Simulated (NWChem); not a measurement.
# AgBr (silver bromide): levels of theory compared

We compute a comparison of 6 runs (M06-L/def2-TZVPPD, TPSS/def2-TZVPPD, B3LYP/def2-TZVPPD, M06-2X/def2-TZVPPD, PBE/def2-TZVPPD, revPBE/def2-TZVPPD) of AgBr (silver bromide). 

The results are computed with NWChem 7.3.0.

## (1) Starting point

AgBr has 2 atoms, charge 0, and is taken as a singlet. As SMILES, `[Br][Ag]`. The shape is that of a PBE0-D4/def2-TZVP optimisation.

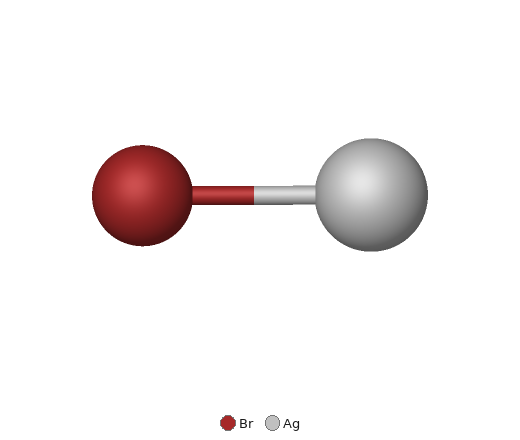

The structure, seen from a chosen angle (bromine red, silver light grey).

## (2) Energy and forces at M06-L/def2-TZVPPD (core potential) (run 1)

The input, calc.nw:

```
start calc
title "AgBr"
memory stack 880 mb heap 220 mb global 1100 mb

geometry noautosym nocenter noautoz
Br     1.040000    -0.393400     0.519100
Ag    -1.010500     0.333200    -0.515000
end

basis spherical bse
* library def2-TZVPPD
end

ecp bse
Ag library def2-TZVPPD
end

dft
xc m06-l
grid fine
convergence energy 1e-08
maxiter 100
mulliken
print low
end

task dft gradient
```

The run is started by

```bash
$ nwchem calc.nw > calc.out
```

What it wrote:

```text
[...]
 d= 0,ls=0.0,diis     1  -2721.1462509932 -2.87D+03  1.14D-02  7.12D-01     3.6
[...]
 d= 0,ls=0.0,diis    15  -2721.1963473538 -1.71D-09  4.33D-07  1.03D-09    42.1
         Total DFT energy =    -2721.196347353819
      One electron energy =    -4137.148458573230
           Coulomb energy =     1375.449320116373
    Exchange-Corr. energy =     -105.593490932382
 Nuclear repulsion energy =      146.096282035420
[...]
      Total Density - Mulliken Population Analysis
     ---------------------------------------------
    Atom       Charge   Shell Charges
 -----------   ------   -------------------------------------------------------
    1 Br  35    35.36   2.00  2.00  1.17  0.77  1.00  1.05 -0.04  6.00  5.94  1.29  2.74  1.40  0.01  8.97  0.98  0.05  0.03  0.00  0.00
    2 Ag  19    18.64   0.03 -0.41  1.64  0.75  0.52  0.04  5.26  0.74  0.15  0.01  5.85  3.13  0.95  0.00  0.00  0.00
[...]
                         DFT ENERGY GRADIENTS
    atom               coordinates                        gradient
                 x          y          z           x          y          z
   1 Br      1.965315  -0.743418   0.980957   -0.002629   0.000932  -0.001326
   2 Ag     -1.909568   0.629657  -0.973209    0.002629  -0.000932   0.001326
 Task  times  cpu:       54.8s     wall:       54.8s
 Total times  cpu:       54.8s     wall:       54.8s
```

It took 56 s on 1 thread of Intel Xeon 6975P-C (Granite Rapids), shared host; peak memory 0.14 GiB.

## (3) Energy and gradient at TPSS/def2-TZVPPD (core potential) (run 2)

The input, input.nw:

```
start input
memory stack 880 mb heap 220 mb global 1100 mb

geometry units au noautosym nocenter noautoz
 Br  1.96531517 -0.74341826  0.98095683
 Ag -1.90956825  0.62965674 -0.97320895
end

basis spherical bse
 * library def2-TZVPPD
end

ecp bse
 Ag library def2-TZVPPD
end

dft
 xc xtpss03 ctpss03
 mult 1
 grid fine
 convergence energy 1e-08
 iterations 100
 mulliken
 print low
end

task dft gradient
```

The run is started by

```bash
$ nwchem input.nw > input.out
```

What it wrote:

```text
[...]
 d= 0,ls=0.0,diis     1  -2720.9629740221 -2.87D+03  1.00D-02  1.06D+00     3.9
[...]
 d= 0,ls=0.0,diis    11  -2721.0376762193 -8.19D-10  1.87D-07  1.79D-10    30.9
         Total DFT energy =    -2721.037676219294
      One electron energy =    -4135.593116662537
           Coulomb energy =     1373.760065827331
    Exchange-Corr. energy =     -105.300896958243
 Nuclear repulsion energy =      146.096271574155
[...]
      Total Density - Mulliken Population Analysis
     ---------------------------------------------
    Atom       Charge   Shell Charges
 -----------   ------   -------------------------------------------------------
    1 Br  35    35.21   2.00  2.01  1.16  0.78  1.05  0.99 -0.06  6.00  5.92  1.33  2.73  1.26  0.03  8.94  1.02  0.04  0.03 -0.01  0.00
    2 Ag  19    18.79   0.03 -0.42  1.66  0.73  0.57  0.11  5.26  0.73  0.17  0.03  5.76  3.21  0.96  0.00  0.00  0.00
[...]
                         DFT ENERGY GRADIENTS
    atom               coordinates                        gradient
                 x          y          z           x          y          z
   1 Br      1.965315  -0.743418   0.980957   -0.000172   0.000061  -0.000087
   2 Ag     -1.909568   0.629657  -0.973209    0.000172  -0.000061   0.000087
 Task  times  cpu:       41.9s     wall:       41.9s
 Total times  cpu:       41.9s     wall:       41.9s
```

Wall time 43 s (1 thread of Intel Xeon 6975P-C (Granite Rapids), shared host); peak memory 0.14 GiB.

Runs 3 to 5 aren't shown in full; the table further down has their settings and results.

## (4) Energy and forces at revPBE/def2-TZVPPD (core potential) (run 6)

The input, nw.nw:

```
start nw
memory total 2200 mb
geometry noautosym nocenter noautoz
Br       1.040000      -0.393400       0.519100
Ag      -1.010500       0.333200      -0.515000
end
basis spherical bse
Br library def2-TZVPPD
Ag library def2-TZVPPD
end
ecp bse
Ag library def2-TZVPPD
end
dft
xc revpbe cpbe96
grid fine
convergence energy 1e-08
iterations 100
mulliken
noprint "final vectors analysis"
end
task dft gradient
```

The run is started by

```bash
$ nwchem nw.nw > nw.out
```

What it wrote:

```text
[...]
          Wavefunction type:  closed shell.
          No. of atoms     :     2
          No. of electrons :    54
[...]
          Charge           :     0
          Spin multiplicity:     1
[...]
          AO basis - number of functions:   113
[...]
              XC Information
              --------------
                        RevPBE Exchange Functional  1.000
            Perdew 1991 LDA Correlation Functional  1.000 local
           PerdewBurkeErnz. Correlation Functional  1.000 non-local
[...]
 d= 0,ls=0.0,diis     1  -2720.9503816594 -2.87D+03  1.07D-02  1.15D+00     3.3
[...]
 d= 0,ls=0.0,diis    11  -2721.0249533191 -2.96D-09  2.64D-07  6.61D-10    28.5
         Total DFT energy =    -2721.024953319120
      One electron energy =    -4135.643836442109
           Coulomb energy =     1373.819347435946
    Exchange-Corr. energy =     -105.296746348377
 Nuclear repulsion energy =      146.096282035420
[...]
      Total Density - Mulliken Population Analysis
     ---------------------------------------------
    Atom       Charge   Shell Charges
 -----------   ------   -------------------------------------------------------
    1 Br  35    35.18   2.00  2.01  1.16  0.78  1.06  0.98 -0.06  6.00  5.92  1.32  2.73  1.24  0.03  8.94  1.01  0.05  0.03 -0.01  0.00
    2 Ag  19    18.82   0.03 -0.42  1.67  0.72  0.58  0.12  5.27  0.73  0.16  0.04  5.76  3.21  0.96  0.00  0.00  0.00
[...]
  wavefunction    = closed shell
                         DFT ENERGY GRADIENTS
    atom               coordinates                        gradient
                 x          y          z           x          y          z
   1 Br      1.965315  -0.743418   0.980957   -0.002927   0.001037  -0.001476
   2 Ag     -1.909568   0.629657  -0.973209    0.002927  -0.001037   0.001476
[...]
```

Run time: 39 s. Hardware: 1 thread of Intel Xeon 6975P-C (Granite Rapids), shared host; peak memory 0.14 GiB.

## (5) All runs side by side

```tsv
run	level	energy (Eh)	largest force (eV/Å)	wall time
1	M06-L/def2-TZVPPD (core potential)	-2721.196347	0.159	56 s
2	TPSS/def2-TZVPPD (core potential)	-2721.037676	0.010	43 s
3	B3LYP/def2-TZVPPD (core potential)	-2721.270097	0.221	41 s
4	M06-2X/def2-TZVPPD (core potential)	-2721.155389	0.547	42 s
5	PBE/def2-TZVPPD (core potential)	-2720.812486	0.014	42 s
6	revPBE/def2-TZVPPD (core potential)	-2721.024953	0.177	39 s
```

## (6) Outcome

```
                       quantity           value
            run 6: total energy  -2721.02495 Eh
           run 6: dipole moment          4.86 D
run 6: largest force on an atom      0.177 eV/Å
```

Over runs 3, 4, 5, 6 the dipole moment (its size) runs from 4.76 D (PBE/def2-TZVPPD) to 5.96 D (M06-2X/def2-TZVPPD). Totals of different functionals can't be ranked against each other. All runs together took 4.4 min, the longest 56 s.
